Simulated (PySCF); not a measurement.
Consider CH10SSi4.

```xyz
16

S     2.4541   -0.0902    1.4960
Si    1.5304    0.0092   -0.4738
C     0.2494   -1.4130   -0.5572
Si   -1.3406   -1.1321    0.4850
Si   -1.7847    1.1451    0.2483
Si    0.2762    1.9683   -0.5035
H     2.7057   -1.3883    1.4780
H     2.6364   -0.3065   -1.3869
H    -0.0428   -1.5247   -1.6026
H     0.7061   -2.3621   -0.2766
H    -2.3523   -2.0785   -0.0036
H    -1.0475   -1.5353    1.8659
H    -2.2501    1.7642    1.4960
H    -2.8770    1.4157   -0.6987
H     0.2525    2.4977   -1.8743
H     0.8765    3.0393    0.2968
```

Geometry: GFN2-xTB.

Computed with PBE0/pcSseg-1, SCF density, gas phase, non-relativistic (PySCF 2.14.0).

> What can the converged electron density and electron localisation function tell about the bonding?

Si–Si (2.33 Å): the density is about 0.65 e/Å³ at the midpoint; the ELF peaks at about 1 between the atoms, as expected for a covalent bond.

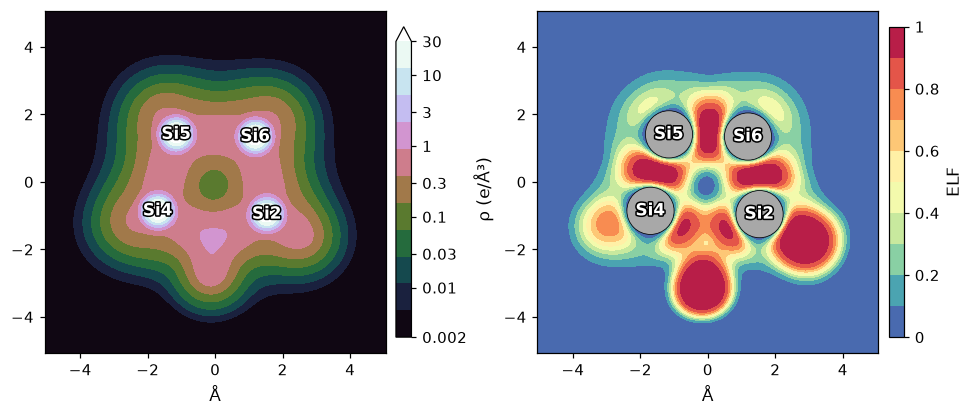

Computed electron density and electron localisation function on the plane of atoms Si4, Si5 and Si6, in this order. Grey discs cover the atomic cores in the ELF map. 
